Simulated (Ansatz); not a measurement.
# C2H6Si2: geometry optimisation

Aim: relax C2H6Si2 at this level.

Program: Ansatz 0.2.0. Level of theory: RKS r2SCAN-D4/def2-SVP. These are calculated values, not measurements.

**1. Where the work starts**

SMILES `C=C1[SiH2][SiH2]1`, 10 atoms, charge 0, spin multiplicity 1.

Atoms are counted from 1 here; the program's logs count them from 0.

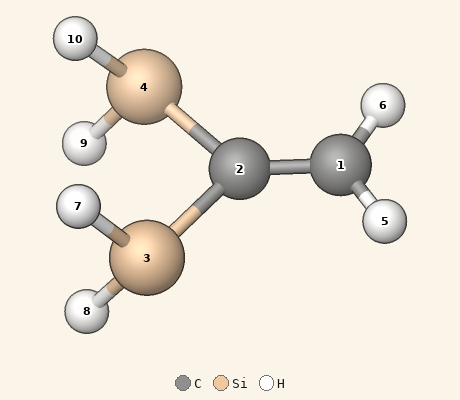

As it starts; carbon grey, silicon light orange, hydrogen white; atoms are numbered from 1 in the order of the file.

As a file:

```xyz
10
charge 0, multiplicity 1
C    -1.5937    0.7788   -0.7301
C    -0.4744    0.2321   -0.2189
Si    0.3933   -1.3966   -0.5440
Si    0.7525    0.8380    1.0625
H    -2.1955    0.2556   -1.4941
H    -1.9523    1.7715   -0.4052
H     1.7793   -1.1954   -1.1049
H     0.4448   -2.2647    0.6886
H     0.7938   -0.0674    2.2690
H     2.1353    0.9969    0.4801
```

**2. Relaxation**

input.yaml

```yaml
crystal:
  periodic: [false, false, false]
  atoms:
    - { symbol: C, position_ang: [-1.593715, 0.778807, -0.730114] }
    - { symbol: C, position_ang: [-0.474367, 0.232134, -0.218873] }
    - { symbol: Si, position_ang: [0.393332, -1.396566, -0.544025] }
    - { symbol: Si, position_ang: [0.752474, 0.838046, 1.062501] }
    - { symbol: H, position_ang: [-2.19552, 0.255586, -1.494064] }
    - { symbol: H, position_ang: [-1.952318, 1.771536, -0.405198] }
    - { symbol: H, position_ang: [1.779267, -1.195377, -1.104864] }
    - { symbol: H, position_ang: [0.44477, -2.264713, 0.688616] }
    - { symbol: H, position_ang: [0.793823, -0.067426, 2.268967] }
    - { symbol: H, position_ang: [2.135254, 0.996872, 0.480055] }
basis:
  gaussian: { orbitals: def2-SVP }
hamiltonian:
  xc: r2scan
  dispersion: d4
output:
  forces: true
relax:
  f_tol: 0.003
  max_steps: 120
```

Launch:

```console
ansatz run input.yaml --threads 1 --pin off --max-ram 2560MiB --backend cpu --events-out ev --progress --plain --runs-dir out
```

Output:

```text
Warning: RAYON_NUM_THREADS=1 ignored (pool sized by the plan → 1); use --threads N
The last accepted step is kept in <dir> (removed where the run ends without a failure and the disk answers)
Engine: ansatz 0.2.0, x86_64-unknown-linux-gnu
Functional definition: r2SCAN
  parameter k0 = 0.174
  parameter k1 = 0.065
  parameter a1 = 4.9479
  exchange = r2scan_x(k0 = k0, k1 = k1, a1 = a1)
  correlation = r2scan_c
1056 factors; their error is unknown
mean field evaluation 1: about -17909.0384 eV, gradient 4.4e1 eV
mean field evaluation 2: about -17896.3765 eV, gradient 7.5e1 eV
mean field evaluation 4: about -17914.3822 eV, gradient 8.4e0 eV
mean field evaluation 8: about -17914.5704 eV, gradient 3.3e-2 eV
mean field evaluation 16: about -17914.4874 eV, gradient 4.8e-5 eV
mean field -17914.48735295 eV, -658.3452673452 hartree, gradient 4.8e-5 eV, S^2 0.000000; 0 other end points of the search recorded, 0 dependent functions left out
the calculation of the forces begins
reference -17914.48736330 eV, -658.3452677256 hartree; 23, 23 occupied and 71, 71 virtual orbitals, 1056 factors
relax step   1: F+E_penalty+E_count = -17914.54899931 eV  Δ(F+E_penalty+E_count) = +0.000e0 eV  max|allowed force component| = 2.730e-1 eV/Å  Δτ_max = 0.0000 Å  (27 SCF iters, accepted)
these checks for a lower state are left out or cut short: starts, cluster_reference, orbital_swaps, neighbouring_geometries, increment
1056 factors; their error is unknown
mean field -17914.50095840 eV, -658.3457673363 hartree, gradient 9.5e-6 eV, S^2 0.000000; 0 other end points of the search recorded, 0 dependent functions left out
the calculation of the forces begins
reference -17914.50096873 eV, -658.3457677159 hartree; 23, 23 occupied and 71, 71 virtual orbitals, 1056 factors
relax step   2: F+E_penalty+E_count = -17914.56156449 eV  Δ(F+E_penalty+E_count) = -1.257e-2 eV  max|allowed force component| = 1.387e-1 eV/Å  Δτ_max = 0.0142 Å  (31 SCF iters, accepted)
these checks for a lower state are left out or cut short: starts, cluster_reference, orbital_swaps, neighbouring_geometries, increment
1056 factors; their error is unknown
mean field -17914.50639038 eV, -658.3459669579 hartree, gradient 1.4e-5 eV, S^2 0.000000; 0 other end points of the search recorded, 0 dependent functions left out
the calculation of the forces begins
reference -17914.50640076 eV, -658.3459673395 hartree; 23, 23 occupied and 71, 71 virtual orbitals, 1056 factors
relax step   3: F+E_penalty+E_count = -17914.56599551 eV  Δ(F+E_penalty+E_count) = -4.431e-3 eV  max|allowed force component| = 5.246e-2 eV/Å  Δτ_max = 0.0191 Å  (33 SCF iters, accepted)
these checks for a lower state are left out or cut short: starts, cluster_reference, orbital_swaps, neighbouring_geometries, increment
1056 factors; their error is unknown
mean field evaluation 32: about -17914.5886 eV, gradient 1.1e-2 eV
mean field -17914.50612627 eV, -658.3459572520 hartree, gradient 7.5e-6 eV, S^2 0.000000; 0 other end points of the search recorded, 0 dependent functions left out
the calculation of the forces begins
reference -17914.50613673 eV, -658.3459576363 hartree; 23, 23 occupied and 71, 71 virtual orbitals, 1056 factors
relax step   4: F+E_penalty+E_count = -17914.56484089 eV  Δ(F+E_penalty+E_count) = +1.155e-3 eV  max|allowed force component| = 1.609e-1 eV/Å  Δτ_max = 0.0274 Å  (32 SCF iters, rejected (line search))
these checks for a lower state are left out or cut short: starts, cluster_reference, orbital_swaps, neighbouring_geometries, increment
1056 factors; their error is unknown
mean field -17914.50869605 eV, -658.3460516897 hartree, gradient 7.2e-6 eV, S^2 0.000000; 0 other end points of the search recorded, 0 dependent functions left out
the calculation of the forces begins
reference -17914.50870648 eV, -658.3460520729 hartree; 23, 23 occupied and 71, 71 virtual orbitals, 1056 factors
relax step   5: F+E_penalty+E_count = -17914.56755833 eV  Δ(F+E_penalty+E_count) = -1.563e-3 eV  max|allowed force component| = 2.096e-2 eV/Å  Δτ_max = 0.0133 Å  (32 SCF iters, accepted)
these checks for a lower state are left out or cut short: starts, cluster_reference, orbital_swaps, neighbouring_geometries, increment
1056 factors; their error is unknown
mean field -17914.50979384 eV, -658.3460920329 hartree, gradient 8.0e-6 eV, S^2 0.000000; 0 other end points of the search recorded, 0 dependent functions left out
the calculation of the forces begins
reference -17914.50980433 eV, -658.3460924183 hartree; 23, 23 occupied and 71, 71 virtual orbitals, 1056 factors
relax step   6: F+E_penalty+E_count = -17914.56824668 eV  Δ(F+E_penalty+E_count) = -6.883e-4 eV  max|allowed force component| = 1.779e-2 eV/Å  Δτ_max = 0.0200 Å  (33 SCF iters, accepted)
these checks for a lower state are left out or cut short: starts, cluster_reference, orbital_swaps, neighbouring_geometries, increment
1056 factors; their error is unknown
mean field -17914.51146066 eV, -658.3461532872 hartree, gradient 1.3e-5 eV, S^2 0.000000; 0 other end points of the search recorded, 0 dependent functions left out
the calculation of the forces begins
reference -17914.51147120 eV, -658.3461536747 hartree; 23, 23 occupied and 71, 71 virtual orbitals, 1056 factors
relax step   7: F+E_penalty+E_count = -17914.56922918 eV  Δ(F+E_penalty+E_count) = -9.825e-4 eV  max|allowed force component| = 3.891e-2 eV/Å  Δτ_max = 0.0232 Å  (32 SCF iters, accepted)
these checks for a lower state are left out or cut short: starts, cluster_reference, orbital_swaps, neighbouring_geometries, increment
1056 factors; their error is unknown
mean field evaluation 64: about -17914.5217 eV, gradient 1.9e-5 eV
mean field -17914.52168075 eV, -658.3465288687 hartree, gradient 1.9e-5 eV, S^2 0.000000; 0 other end points of the search recorded, 0 dependent functions left out
the calculation of the forces begins
reference -17914.52169136 eV, -658.3465292585 hartree; 23, 23 occupied and 71, 71 virtual orbitals, 1056 factors
relax step   8: F+E_penalty+E_count = -17914.57846390 eV  Δ(F+E_penalty+E_count) = -9.235e-3 eV  max|allowed force component| = 1.742e-1 eV/Å  Δτ_max = 0.0547 Å  (31 SCF iters, accepted)
these checks for a lower state are left out or cut short: starts, cluster_reference, orbital_swaps, neighbouring_geometries, increment
1056 factors; their error is unknown
mean field -17914.73902547 eV, -658.3545161396 hartree, gradient 1.2e-5 eV, S^2 0.000000; 0 other end points of the search recorded, 0 dependent functions left out
the calculation of the forces begins
reference -17914.73903588 eV, -658.3545165224 hartree; 23, 23 occupied and 71, 71 virtual orbitals, 1056 factors
relax step   9: F+E_penalty+E_count = -17914.79457750 eV  Δ(F+E_penalty+E_count) = -2.161e-1 eV  max|allowed force component| = 1.241e0 eV/Å  Δτ_max = 0.1948 Å  (35 SCF iters, accepted)
these checks for a lower state are left out or cut short: starts, cluster_reference, orbital_swaps, neighbouring_geometries, increment
1056 factors; their error is unknown
mean field -17915.06631633 eV, -658.3665438571 hartree, gradient 1.0e-5 eV, S^2 0.000000; 0 other end points of the search recorded, 0 dependent functions left out
the calculation of the forces begins
reference -17915.06632708 eV, -658.3665442522 hartree; 23, 23 occupied and 71, 71 virtual orbitals, 1056 factors
relax step  10: F+E_penalty+E_count = -17915.12157063 eV  Δ(F+E_penalty+E_count) = -3.270e-1 eV  max|allowed force component| = 1.441e0 eV/Å  Δτ_max = 0.1998 Å  (36 SCF iters, accepted)
these checks for a lower state are left out or cut short: starts, cluster_reference, orbital_swaps, neighbouring_geometries, increment
1056 factors; their error is unknown
mean field -17915.38620782 eV, -658.3782996525 hartree, gradient 2.1e-5 eV, S^2 0.000000; 0 other end points of the search recorded, 0 dependent functions left out
the calculation of the forces begins
reference -17915.38621860 eV, -658.3783000487 hartree; 23, 23 occupied and 71, 71 virtual orbitals, 1056 factors
relax step  11: F+E_penalty+E_count = -17915.44130325 eV  Δ(F+E_penalty+E_count) = -3.197e-1 eV  max|allowed force component| = 4.884e-1 eV/Å  Δτ_max = 0.2000 Å  (30 SCF iters, accepted)
these checks for a lower state are left out or cut short: starts, cluster_reference, orbital_swaps, neighbouring_geometries, increment
1056 factors; their error is unknown
mean field -17915.38756477 eV, -658.3783495196 hartree, gradient 9.2e-6 eV, S^2 0.000000; 0 other end points of the search recorded, 0 dependent functions left out
the calculation of the forces begins
reference -17915.38757556 eV, -658.3783499160 hartree; 23, 23 occupied and 71, 71 virtual orbitals, 1056 factors
relax step  12: F+E_penalty+E_count = -17915.44265023 eV  Δ(F+E_penalty+E_count) = -1.347e-3 eV  max|allowed force component| = 4.679e-1 eV/Å  Δτ_max = 0.0063 Å  (32 SCF iters, accepted)
these checks for a lower state are left out or cut short: starts, cluster_reference, orbital_swaps, neighbouring_geometries, increment
1056 factors; their error is unknown
mean field evaluation 96: about -17915.4750 eV, gradient 1.7e0 eV
mean field -17915.39927104 eV, -658.3787797170 hartree, gradient 2.6e-5 eV, S^2 0.000000; 0 other end points of the search recorded, 0 dependent functions left out
the calculation of the forces begins
reference -17915.39928185 eV, -658.3787801140 hartree; 23, 23 occupied and 71, 71 virtual orbitals, 1056 factors
relax step  13: F+E_penalty+E_count = -17915.45432701 eV  Δ(F+E_penalty+E_count) = -1.168e-2 eV  max|allowed force component| = 3.009e-1 eV/Å  Δτ_max = 0.0272 Å  (30 SCF iters, accepted)
these checks for a lower state are left out or cut short: starts, cluster_reference, orbital_swaps, neighbouring_geometries, increment
1056 factors; their error is unknown
mean field -17915.40046123 eV, -658.3788234556 hartree, gradient 2.6e-5 eV, S^2 0.000000; 0 other end points of the search recorded, 0 dependent functions left out
the calculation of the forces begins
reference -17915.40047204 eV, -658.3788238527 hartree; 23, 23 occupied and 71, 71 virtual orbitals, 1056 factors
relax step  14: F+E_penalty+E_count = -17915.45554055 eV  Δ(F+E_penalty+E_count) = -1.214e-3 eV  max|allowed force component| = 4.000e-2 eV/Å  Δτ_max = 0.0229 Å  (30 SCF iters, accepted)
these checks for a lower state are left out or cut short: starts, cluster_reference, orbital_swaps, neighbouring_geometries, increment
1056 factors; their error is unknown
mean field -17915.40097626 eV, -658.3788423827 hartree, gradient 2.6e-5 eV, S^2 0.000000; 0 other end points of the search recorded, 0 dependent functions left out
the calculation of the forces begins
reference -17915.40098707 eV, -658.3788427798 hartree; 23, 23 occupied and 71, 71 virtual orbitals, 1056 factors
relax step  15: F+E_penalty+E_count = -17915.45605894 eV  Δ(F+E_penalty+E_count) = -5.184e-4 eV  max|allowed force component| = 5.583e-3 eV/Å  Δτ_max = 0.0146 Å  (30 SCF iters, accepted)
these checks for a lower state are left out or cut short: starts, cluster_reference, orbital_swaps, neighbouring_geometries, increment
1056 factors; their error is unknown
mean field -17915.40098180 eV, -658.3788425862 hartree, gradient 2.3e-5 eV, S^2 0.000000; 0 other end points of the search recorded, 0 dependent functions left out
the calculation of the forces begins
reference -17915.40099260 eV, -658.3788429833 hartree; 23, 23 occupied and 71, 71 virtual orbitals, 1056 factors
relax step  16: F+E_penalty+E_count = -17915.45606317 eV  Δ(F+E_penalty+E_count) = -4.224e-6 eV  max|allowed force component| = 7.181e-4 eV/Å  Δτ_max = 0.0019 Å  (22 SCF iters, accepted)
1056 factors; their error is unknown
mean field evaluation 128: about -17915.3655 eV, gradient 6.0e0 eV
mean field -17915.40098180 eV, -658.3788425862 hartree, gradient 2.3e-5 eV, S^2 0.000000; 1 other end points of the search recorded, 0 dependent functions left out
the calculation of the forces begins
reference -17915.40099260 eV, -658.3788429833 hartree; 23, 23 occupied and 71, 71 virtual orbitals, 1056 factors
Total energy: -17915.45607397 eV, -658.3808671862 hartree
Atom 0 at    -1.509463     0.736684    -0.691128 Å, force    -0.000718    -0.000359    -0.000514 eV/Å
Atom 1 at    -0.394249     0.192975    -0.185095 Å, force     0.000055     0.000548    -0.000150 eV/Å
Atom 2 at     0.700751    -1.337585    -0.278270 Å, force    -0.000703     0.000303     0.000421 eV/Å
Atom 3 at     0.997984     0.504875     1.045610 Å, force     0.000315     0.000119    -0.000199 eV/Å
Atom 4 at    -2.116738     0.223574    -1.450424 Å, force     0.000480     0.000486     0.000299 eV/Å
Atom 5 at    -1.874393     1.723648    -0.372835 Å, force     0.000318    -0.000435    -0.000199 eV/Å
Atom 6 at     1.491324    -1.542376    -1.526954 Å, force     0.000039    -0.000315    -0.000042 eV/Å
Atom 7 at     0.146741    -2.613779     0.260765 Å, force     0.000257    -0.000040    -0.000031 eV/Å
Atom 8 at     0.648227     0.497374     2.496024 Å, force     0.000366    -0.000518     0.000448 eV/Å
Atom 9 at     1.992817     1.563509     0.705308 Å, force    -0.000408     0.000210    -0.000033 eV/Å
Dipole moment:    -0.114508     0.055452    -0.051491 e Å
```

It took 2.8 min on 1 thread of Intel Xeon at 2.50GHz (Skylake/Cascade Lake), shared host; peak memory 0.15 GiB.

Relaxation path: (the energy doesn't fall at every step)

| step | energy from step 1 (eV) | largest force component (eV/Å) |
| --- | --- | --- |
| 1 | 0.0000 | 0.2730 |
| 2 | -0.0126 | 0.1387 |
| 3 | -0.0170 | 0.0525 |
| 4 | -0.0158 | 0.1609 |
| 5 | -0.0186 | 0.0210 |
| 6 | -0.0192 | 0.0178 |
| 7 | -0.0202 | 0.0389 |
| 8 | -0.0295 | 0.1742 |
| 9 | -0.2456 | 1.2407 |
| 10 | -0.5726 | 1.4414 |
| 11 | -0.8923 | 0.4884 |
| 12 | -0.8937 | 0.4679 |
| 13 | -0.9053 | 0.3009 |
| 14 | -0.9065 | 0.0400 |
| 15 | -0.9071 | 0.0056 |
| 16 | -0.9071 | 0.0007 |

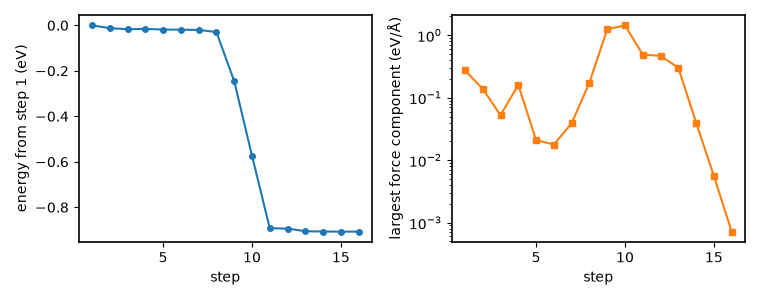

Energy and force, step by step.

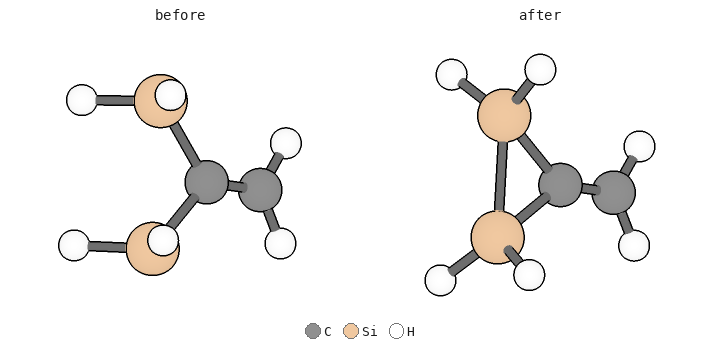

Before and after, at one scale.

Close pairs (by a distance rule), those that changed most:

| bond | before (Å) | after (Å) | change (Å) |
| --- | --- | --- | --- |
| Si3–Si4 | 2.775 | 2.288 | -0.487 |
| Si4–H9 | 1.509 | 1.492 | -0.017 |
| Si4–H10 | 1.509 | 1.492 | -0.017 |
| Si3–H7 | 1.509 | 1.492 | -0.017 |
| Si3–H8 | 1.509 | 1.492 | -0.017 |
| C2–Si3 | 1.874 | 1.884 | +0.010 |
| C2–Si4 | 1.875 | 1.884 | +0.010 |
| C1–C2 | 1.347 | 1.340 | -0.007 |

**3. Summary of results**

```
             quantity      value
        energy gained  0.9071 eV
root mean square move    0.440 Å
        dipole moment     0.66 D
```

What this shows: Bond lengths: C1–C2 1.340 Å, C1–H5 1.099 Å, C1–H6 1.099 Å, C2–Si3 1.884 Å, C2–Si4 1.884 Å, Si3–Si4 2.288 Å, Si3–H7 1.492 Å, Si3–H8 1.492 Å, Si4–H9 1.492 Å, Si4–H10 1.492 Å. Angles: C2–C1–H5 122.1°, C2–C1–H6 122.1°, H5–C1–H6 115.8°, C1–C2–Si3 142.6°, C1–C2–Si4 142.6°, Si3–C2–Si4 74.8°, C2–Si3–Si4 52.6°, C2–Si3–H7 117.4°, C2–Si3–H8 117.5°, Si4–Si3–H7 121.7°, Si4–Si3–H8 121.9°, H7–Si3–H8 112.4°, C2–Si4–Si3 52.6°, C2–Si4–H9 117.4°, C2–Si4–H10 117.5°, Si3–Si4–H9 121.9°, Si3–Si4–H10 121.7°, H9–Si4–H10 112.4°. No frequencies were computed here.
